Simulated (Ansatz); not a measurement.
# AgGeF3 (model cell, started as cubic perovskite with Ge in the octahedra): following an unstable mode, part 3 of 3

Wanted: the energy along a soft mode of AgGeF3 (model cell, started as cubic perovskite with Ge in the octahedra) and the structure at the end.

Ansatz 0.2.0; DFT PBEsol, scalar-relativistic, plane waves, PAW; PAW set soft_1.

So far. Step 4 (The mode frozen in, largest atomic shift 0.22 Å): The run ends at a pressure of 2.94 GPa, with forces up to 0.51 eV/Å. Step 5 (Energy along the mode, all amplitudes (two of the runs …): The lowest of the steps tried is at 0.22 Å, 14.1 meV/atom below the parent; the bottom of the well need not coincide with a step.

The structure was built from a prototype and need not be the compound's stable phase.

### 6. Relaxation from the frozen mode (continued)

Step by step (22 of 29):

```
step  energy less that of the first step (eV)  largest force component (eV/Å)  pressure (GPa)  volume (Å³)
   1                                   0.0000                          0.2925            2.94        77.53
   2                                  -0.0914                          0.1922            0.45        80.38
   4                                  -0.5426                          0.1420           -1.78        79.62
   5                                  -0.7922                          0.4280           -1.82        77.23
   6                                  -1.1053                          0.4502           -1.41        74.32
   8                                  -1.0299                          0.9545            2.51        75.70
   9                                  -1.2458                          0.0866            0.35        73.32
  10                                  -1.2458                          0.0728           -0.12        73.86
  12                                  -1.2468                          0.0166            0.03        73.89
  13                                  -1.2469                          0.0036            0.01        73.89
  14                                  -1.2469                          0.0002            0.00        73.91
  16                                  -1.4449                          0.0272            1.35        77.09
  17                                  -1.4606                          0.0228            0.11        80.86
  18                                  -1.4605                          0.0080            0.02        81.06
  20                                  -1.4605                          0.0003            0.00        81.08
 21*                                  -1.4965                          0.0009            0.72        81.08
  22                                  -1.5015                          0.0019            0.38        82.97
  24                                  -1.4984                          0.0043           -0.03        85.48
  25                                  -1.4987                          0.0004            0.00        85.40
 26*                                  -1.5115                          0.0005            0.07        85.40
  28                                  -1.5101                          0.0004            0.00        86.33
 29*                                  -1.5120                          0.0004            0.00        86.33
```

Relaxation steps marked * repeat the geometry before them on a plane-wave basis chosen anew for their cell, so energy and pressure can jump there. Other such steps can lie between the rows shown. Relaxation steps 8, 12 were tried and not accepted.

The run keeps the 6 symmetry operations that it works with, so distortions that break them were not tested.

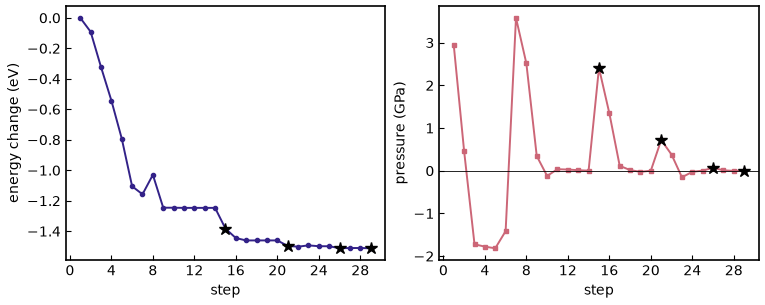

Energy and pressure along the relaxation. Stars mark steps on a basis chosen anew.

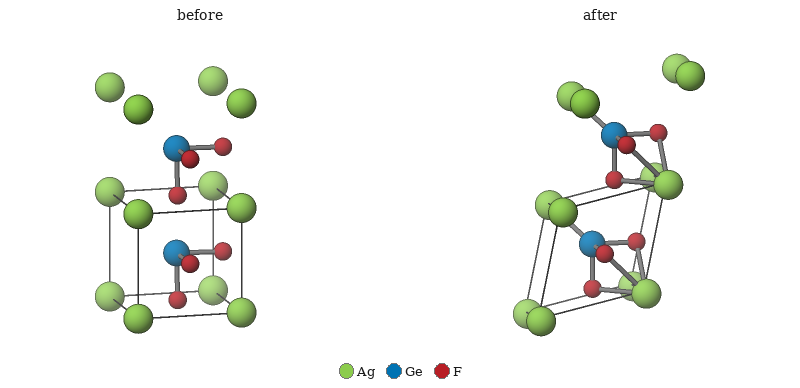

Before and after, at one scale. Bonds to atoms that aren't drawn are left out.

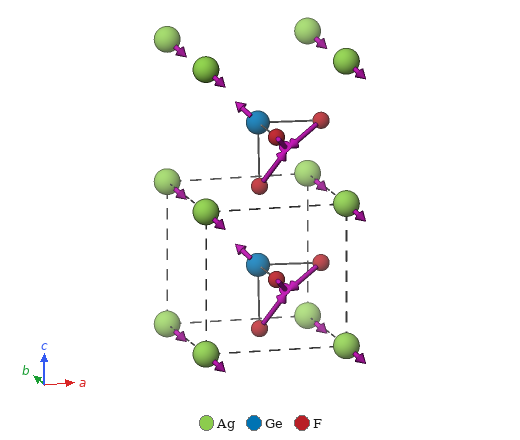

Displacements in the relaxation, exaggerated, measured against the changing cell; the longest in the cell stands for 0.41 Å. 1×1×2 cells are drawn. Some periodic images of atoms are drawn too.

```
     cell as run  before   after   change
           a (Å)   4.264   4.654   +9.2 %
           b (Å)   4.264   4.654   +9.2 %
           c (Å)   4.264   4.654   +9.2 %
           α (°)   90.00  105.91  +17.7 %
           β (°)   90.00   74.09  -17.7 %
           γ (°)   90.00   74.09  -17.7 %
volume (Å³/atom)   15.51   17.27  +11.4 %
```

The atoms that moved most (Å, as changes of fractional coordinates times the final cell):

```
atom      dx      dy      dz  length
  F5  -0.322  -0.176  -0.176   0.406
  F4   0.176   0.322  -0.176   0.406
  F3   0.176  -0.176   0.322   0.406
 Ge2  -0.119   0.119   0.119   0.207
 Ag1   0.089  -0.089  -0.089   0.155
```

Final coordinates:

```cif
data_structure
_symmetry_space_group_name_H-M 'P 1'
_symmetry_Int_Tables_number 1
_cell_length_a 4.6543
_cell_length_b 4.6543
_cell_length_c 4.6543
_cell_angle_alpha 105.914
_cell_angle_beta 74.086
_cell_angle_gamma 74.086
_cell_volume 86.33
loop_
_atom_site_label
_atom_site_type_symbol
_atom_site_fract_x
_atom_site_fract_y
_atom_site_fract_z
_atom_site_occupancy
Ag1 Ag 0.02788 0.97212 0.97212 1
Ge2 Ge 0.46759 0.53241 0.53241 1
F3 F 0.54936 0.45064 0.10721 1
F4 F 0.54936 0.10721 0.45064 1
F5 F 0.89279 0.45064 0.45064 1
```

This step gave:

| Property | Result |
| --- | --- |
| pressure | 0.004441 GPa |
| gap on the k-mesh | 3.545 eV |
| volume per atom | 17.27 Å³ |

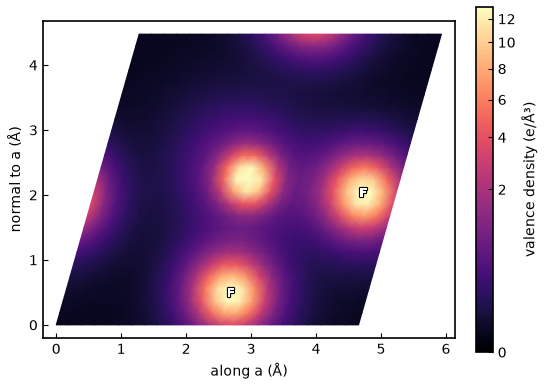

Valence density in the ac plane at fractional y = 0.451, with atoms of F within 0.2 Å of it. It is the smooth field of the valence electrons, not physical close to the nuclei. The colour scale is stretched toward low values.

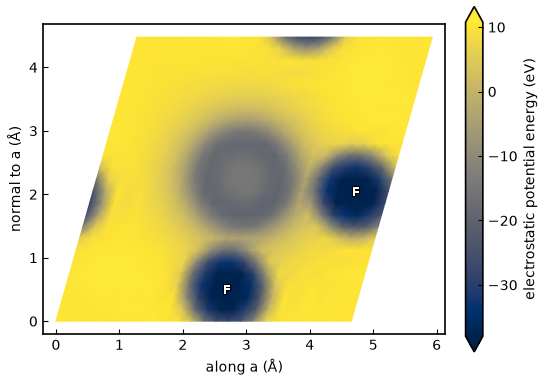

Electrostatic potential energy in the ac plane at fractional y = 0.451, with atoms of F within 0.2 Å of it. With pseudopotentials it is smooth inside the atoms' cores, unlike the true potential.

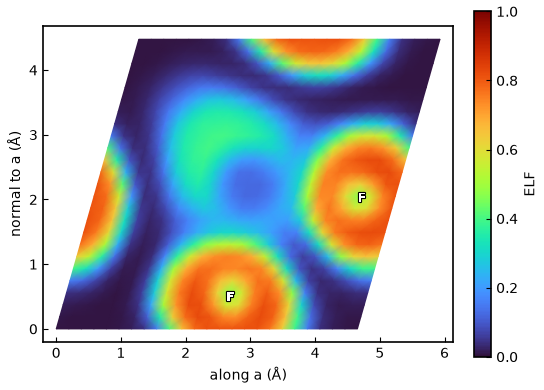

ELF in the ac plane at fractional y = 0.451, with atoms of F within 0.2 Å of it. It is the smooth field of the valence electrons, not physical close to the nuclei.

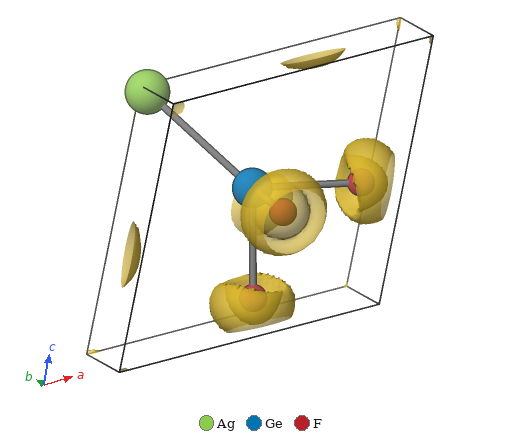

Surface of ELF = 0.79.

The distorted start has space group R3m; the relaxation ends in R3m.

### 7. The new phase in its own primitive cell

The relaxed structure is symmetrised, reduced to its primitive cell and relaxed tightly, as its phonons need.

input.yaml

```yaml
crystal:
  lattice:
    - [3.7149956034, 2.1448537117, 1.8058237592]
    - [-3.7149956034, 2.1448537117, 1.8058237592]
    - [0.0, -4.2897074233, 1.8058237592]
  atoms:
    - { symbol: Ag, position: [0.0278819996, 0.0278819996, 0.0278819996] }
    - { symbol: Ge, position: [0.4675908193, 0.4675908193, 0.4675908193] }
    - { symbol: F, position: [0.5493551222, 0.8927948783, 0.5493551222] }
    - { symbol: F, position: [0.8927948783, 0.5493551222, 0.5493551222] }
    - { symbol: F, position: [0.5493551222, 0.5493551222, 0.8927948783] }
kpoints:
  mp_grid: { grid: [6, 6, 6] }
hamiltonian:
  xc: pbesol
  pseudopotentials: { kind: paw, azcp: { folder: soft_1 }, xc_functional: pbe }
scf:
  occupations: { method: fixed }
output:
  forces: true
  stress: true
  eigenvalues: true
relax:
  adjacent_minimum: "off"
  f_tol: 0.001
  max_steps: 60
  cell: { stress_tol: 0.01 }
```

The run is started by

```
> ansatz run input.yaml --threads 4 --pin off --max-ram 16384MiB --backend cpu --events-out ev --progress --plain --runs-dir out
```

Numbers of over 12 decimals in the logs are rounded to 6 here.

What it wrote:

```text
[...]
Crystal: 5 atoms, lattice volume = 86.334 Å³
Basis set: ecut = 420 eV, 1705 PW (Γ), exchange–correlation on 64×64×64 points (8 copies of the dense FFT grid, shifted against one another)
Bands: 33, of which v1, the nominal top of the filled ones, is band 27 counted from 1 (26 counted from 0)
Symmetry: 6 space group operations
[...]
k-points: 32 of 216 (time reversal used)
[...]
cell:  # Å, volume = 86.4477 Å³
    - [3.718022, 2.146601, 1.805256]
    - [-3.718022, 2.146601, 1.805256]
    - [2.376473579548347e-19, -4.293202, 1.805256]
  atoms:
    - { symbol: Ag, position: [0.027859, 0.027859, 0.027859] }
    - { symbol: Ge, position: [0.467622, 0.467622, 0.467622] }
    - { symbol: F, position: [0.549432, 0.892634, 0.549432] }
    - { symbol: F, position: [0.892634, 0.549432, 0.549432] }
    - { symbol: F, position: [0.549432, 0.549432, 0.892634] }
[key lines of the parts left out:]
SCF converged after 6 iterations
Free energy (F): -14177.205936 eV
Fermi energy:    4.037044 eV
P = ⅓ Tr σ = 0.0051 GPa (0.051 kbar)
```

Run time: 13 s. Hardware: 4 threads of Arm Neoverse V2, shared host; peak memory 0.36 GiB; 48 s of CPU time.

Little changed from the start: no atom moved by 0.005 Å and no cell edge by 0.1 %.

Numbers from this step:

| Property | Result |
| --- | --- |
| pressure | 0.005092 GPa |
| gap on the k-mesh | 3.549 eV |
| volume per atom | 17.29 Å³ |
| direct gap on mesh | 3.959 eV |

The largest force component left is 0.043 meV/Å and the pressure is 0.005 GPa, within the tolerances set. The cell now holds 17.29 Å³/atom.

### 8. Modes of the new phase, k-mesh 6×6×6, occupations fixed

A relaxed structure may still be a saddle point, so its zone-centre modes are computed. The response to a homogeneous field gives the Born charges and the dielectric tensor.

input.yaml, the sections that differ from step 7:

```yaml
crystal:
  lattice:
    - [3.71802211, 2.1466010661, 1.805255953]
    - [-3.71802211, 2.1466010661, 1.805255953]
    - [0.0, -4.2932021321, 1.805255953]
  atoms:
    - { symbol: Ag, position: [0.0278590816, 0.0278590816, 0.0278590816] }
    - { symbol: Ge, position: [0.4676216202, 0.4676216202, 0.4676216202] }
    - { symbol: F, position: [0.5494315716, 0.8926340967, 0.5494315716] }
    - { symbol: F, position: [0.8926340967, 0.5494315716, 0.5494315716] }
    - { symbol: F, position: [0.5494315716, 0.5494315716, 0.8926340967] }
output:
  eigenvalues: true
phonons:
  method: dfpt
  dielectric: true
  rigid_motions: translations
# kpoints, hamiltonian, scf: as in step 7
# relax: removed
```

What it wrote:

```text
[...]
Crystal: 5 atoms, lattice volume = 86.448 Å³
Basis set: ecut = 420 eV, 1705 PW (Γ), exchange–correlation on 64×64×64 points (8 copies of the dense FFT grid, shifted against one another)
Bands: 33, of which v1, the nominal top of the filled ones, is band 27 counted from 1 (26 counted from 0)
Symmetry: 6 space group operations
k-points: 112 of 216 (irreducible under 1 space group operation, time reversal used)
[...]
SCF iter   1: F=—  HF=-14186.863850 eV  |F-HF|=—  |Δ(HF+E_count)|=         —  Δρ=1.95e-1  dr2=3.38e1  ethr=3.10e-3  ⟨swp⟩=4.6  Hψ=13684  notcnv=0  defer=353
[...]
SCF iter  13: F=-14177.205936 eV  HF=-14177.205936 eV  |F-HF|=1.09e-11  |Δ(HF+E_count)|=  1.06e-10  Δρ=2.17e-7  dr2=2.60e-11  ethr=1.00e-12  ⟨swp⟩=13.3  Hψ=22124  notcnv=0
SCF 1 converged in 13 iterations: F = -14177.205936 eV  dr2 = 2.60e-11
[...]
NSCF: frozen V_eff on 2 k-points
DFPT response loops at Γ: preconditioner auto → none (the input reference at scf.mixing.eps_inf says where Resta's filter doesn't serve); β = 0.50; Broyden in place of MSR1
SCF converged after 13 iterations
Free energy (F): -14177.205936 eV
[...]
Internal energy: -14177.205936 eV  (E = F + TS)
E sigma→0 (E₀):  -14177.205936 eV
Fermi energy:    4.037045 eV
[...]
--- Band table (eV; the first three rows and the last of 112) ---
  k-point 0: bands = [... 23 lower, 2.2162, 2.4245, 2.4245, 2.7881, 8.5592, 10.7050, 10.7050, 11.7357, ... 2 higher]
  k-point 1: bands = [... 23 lower, 2.2063, 2.4336, 2.5134, 2.9456, 8.3011, 10.3670, 10.7327, 12.3686, ... 2 higher]
  k-point 2: bands = [... 23 lower, 2.2176, 2.4269, 2.6519, 3.3671, 7.8155, 10.1256, 10.8076, 12.0356, ... 2 higher]
  k-point 111: bands = [... 23 lower, 2.1174, 2.3216, 2.3216, 4.0370, 8.6453, 9.0918, 9.0918, 11.7009, ... 2 higher]
--- Phonons (Γ-DFPT): 6 representative perturbations + reference, on 112 of 216 k-points (Σ response iterations 24) ---
  k mesh reduced under 1 symmetry operation, with k and −k counted as one. Each operation leaves every solved perturbation unchanged. A smaller set is not considered because the run solves the response to a homogeneous field
  ASR residual: 1.255e-4 → 0.000e0 eV/Å²; symmetrization residual: 1.048e-5 eV/Å²
  ASR residual per site (eV/Å²): 3.66e-5 3.20e-5 1.22e-4 1.22e-4 1.26e-4
[...]
ε∞ (high-frequency dielectric tensor):
        2.674756     0.000000     0.000000
        0.000000     2.674756     0.000000
       -0.000000     0.000000     3.534981
  ε⁰ (static dielectric tensor: ions relaxed, cell fixed):
       22.893962     0.000000    -0.000000
        0.000000    22.893962    -0.000000
       -0.000000    -0.000000     6.089517
  ε⁰ − ε∞ (ionic part):
       20.219206     0.000000    -0.000000
        0.000000    20.219206    -0.000000
       -0.000000    -0.000000     2.554535
  softest optical mode at Γ: 17.36 cm⁻¹; the repairs (sum rule, projections) moved no ω² at Γ by more than (2.02 cm⁻¹)²
  Born effective charges Z* (e; rows j = field, columns β = displacement):
    site 0:
         0.80442    0.00000   -0.00000
         0.00000    0.80442    0.00000
         0.00000    0.00000    1.19724
    site 1:
         2.30055    0.00000   -0.00000
         0.00000    2.30055    0.00000
         0.00000    0.00000    3.33841
    site 2:
        -1.28573    0.43428    0.37149
         0.43428   -0.78426   -0.21448
         0.40978   -0.23659   -1.51188
    site 3:
        -1.28573   -0.43428   -0.37149
        -0.43428   -0.78426   -0.21448
        -0.40978   -0.23659   -1.51188
    site 4:
        -0.53353   -0.00000    0.00000
        -0.00000   -1.53646    0.42896
         0.00000    0.47318   -1.51188
  Z* charge neutrality: 2.969e-5 e pre-enforcement
  k-mesh period / interband length: 27.9 Å / 1.31 Å = 21.31 at k = (0.0000, 0.0000, -0.5000), direct gap 3.959 eV — 14 or more, which is no proof of convergence
  optical modes at Γ without the LO–TO term, one row a degenerate level:
      ω (cm⁻¹)  modes    IR ((D/Å)²/amu)
         17.36      2             0.4585
         94.27      1             0.0000
        154.62      2             1.2362
        230.22      2             1.0095
        230.79      1             2.2717
        303.06      1             3.3829
        491.90      2            11.2424
        552.16      1             7.3351
  optical modes at Γ + LO–TO along q̂ = [1.0000, 0.0000, 0.0000]:
      ω (cm⁻¹)  modes    IR ((D/Å)²/amu)
         17.36      1             0.2293
         40.68      1             0.0927
         94.27      1             0.0000
        154.62      1             0.6181
        167.68      1             0.3258
        230.22      1             0.5047
        230.79      1             2.2717
        239.46      1             0.4257
[...]
optical modes at Γ + LO–TO along q̂ = [0.0000, 1.0000, 0.0000]:
      ω (cm⁻¹)  modes    IR ((D/Å)²/amu)
[...]
303.06      1             3.3829
        491.90      1             5.6212
        544.41      1             6.1290
        552.16      1             7.3351
  optical modes at Γ + LO–TO along q̂ = [0.0000, 0.0000, 1.0000]:
      ω (cm⁻¹)  modes    IR ((D/Å)²/amu)
         17.36      2             0.4585
         94.27      1             0.0000
        154.62      2             1.2362
        230.22      2             1.0095
        247.52      1             0.5231
        339.33      1             2.9195
        491.90      2            11.2424
        603.53      1             9.5471
```

It took 91 s on 4 threads; peak memory 1.4 GiB.

Numbers from this step:

```
sum-rule residual before enforcement                    : 1.26e-4 eV/Å²
miss of the charge sum rule                             : 2.97e-5 e
point group                                             : 3m
highest optical mode at the zone centre (no LO-TO term) : 552.2 cm⁻¹
lowest optical zone-centre mode                         : 17.36 cm⁻¹
mean high-frequency dielectric constant                 : 2.962
largest Born charge (third of the trace)                : 2.647 e
mean static dielectric constant                         : 17.29
top of the zone-centre spectrum with the field          : 603.5 cm⁻¹
```

Patterns of degenerate modes are one choice out of their space. The modes at Γ (shares of kinetic energy by element, %):

```
mode  frequency (cm⁻¹)  symmetry  Ag %  Ge %  F %
   1               0.0  acoustic    45    31   24
   2               0.0  acoustic    45    31   24
   3               0.0  acoustic    45    31   24
   4              17.4         E    54    24   23
   5              17.4         E    54    24   23
   6              94.3        A2     0     0  100
   7             154.6         E     1    17   82
   8             154.6         E     1    17   82
   9             230.2         E     0    12   88
  10             230.2         E     0    12   88
  11             230.8        A1    51    11   38
  12             303.1        A1     3    37   60
  13             491.9         E     0    16   84
  14             491.9         E     0    16   84
  15             552.2        A1     1    21   78
```

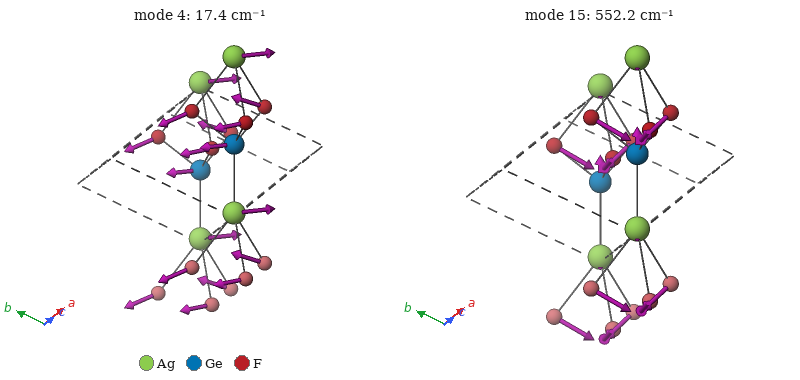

Displacement patterns of modes 4 and 15 at Γ; arrows are exaggerated. 1×1×2 cells are drawn. Some periodic images of atoms are drawn too.

Optical modes at the zone centre, without and with the macroscopic field of the longitudinal modes; each column is sorted by frequency, so a row need not hold one and the same mode. Modes with and without the field, by row:

```
rank among optical modes  no field (cm⁻¹)  q along (1, 0, 0) (cm⁻¹)  q along (0, 0, 1) (cm⁻¹)
                       1             17.4                      17.4                      17.4
                       2             17.4                      40.7                      17.4
                       3             94.3                      94.3                      94.3
                       4            154.6                     154.6                     154.6
                       5            154.6                     167.7                     154.6
                       6            230.2                     230.2                     230.2
                       7            230.2                     230.8                     230.2
                       8            230.8                     239.5                     247.5
                       9            303.1                     303.1                     339.3
                      10            491.9                     491.9                     491.9
                      11            491.9                     544.4                     491.9
                      12            552.2                     552.2                     603.5
```

Born charge (rows field, columns displacement) (e), principal values of the symmetric part by kind of site:

```
atom  atoms with these values    low  middle   high   mean
 Ag1                        1   0.80    0.80   1.20   0.94
 Ge2                        1   2.30    2.30   3.34   2.65
  F3                        3  -1.98   -1.07  -0.53  -1.19
```

In full for Ag1:

```
0.80 0.00 0.00
0.00 0.80 0.00
0.00 0.00 1.20
```

High-frequency dielectric tensor:

```
2.67 0.00 0.00
0.00 2.67 0.00
0.00 0.00 3.54
```

Static dielectric tensor (ions relaxed, fixed cell):

```
22.89  0.00  0.00
 0.00 22.89  0.00
 0.00  0.00  6.09
```

Transverse modes. Infrared lines, with heights relative to the strongest:

```
position (cm⁻¹)  relative intensity
             17                 4.1
             94                 0.0
            155                  11
            230                 9.0
            231                  20
            303                  30
            492                 100
            552                  65
```

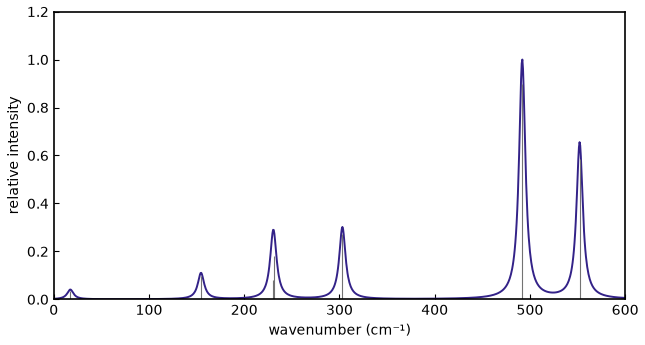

The infrared spectrum, broadened with Lorentzians of width 8 cm⁻¹; bars mark the lines.

Before it was imposed, the acoustic sum rule was missed by 1.3e-4 eV/Å² and the charge sum rule by 3.0e-5 e. Small misses are needed for a sound result but don't prove that mesh and cutoff are converged. The lowest optical mode is real, 17.4 cm⁻¹.

### 9. Outcome

```json
{"unstable mode of the parent": "q = (0, 0, 0), 190i cm⁻¹", "depth at the lowest point sampled": "14.1 meV/atom", "largest atomic shift at that point": "0.22 Å", "space group reached (within 0.01 Å)": "R3m", "energy gained over the parent (first relaxation, on the mesh of the frozen mode)": "316 meV/atom", "volume per atom, phase reached": "17.3 Å³", "gap on the k-mesh, phase reached": "3.55 eV", "lowest optical zone-centre mode, phase reached": "17.4 cm⁻¹", "highest optical mode at the zone centre (no LO-TO term), phase reached": "552 cm⁻¹"}
```

**Reading.** Along this mode the structure falls into R3m, 316 meV/atom below the parent. At the parent's cell the well is 14.11 meV/atom deep on the steps tried, with its lowest point at a shift of 0.22 Å. Relaxing atoms and cell changes the gain by +302.37 meV/atom against the lowest step (energies at zero smearing). Most of the total comes from this relaxation. The new phase has no imaginary mode at the zone centre of its cell; other wavevectors were not checked. Of the 6 patterns followed to their end from this parent, this one reaches the lowest energy. Each path keeps the symmetry of its pattern, so a lower phase may lie along a pattern not tried. With no gap, or one that is small against the smearing, the frequencies hang on the k mesh and the smearing, most of all near Kohn anomalies. The PAW files were made for PBE and serve the other functionals too. The starting cell was built on a prototype and not taken from a measurement, so the phase need not exist.

[Logs are printed without paths, hosts, clocks, repeated set-up lines and the standing remarks that a program may print on its own settings, such as how far it seeks lower states.]

[Hosts, paths, dates, database ids (printed as entryN), source tags and the programs' standing remarks are cut or masked in the printed files.]
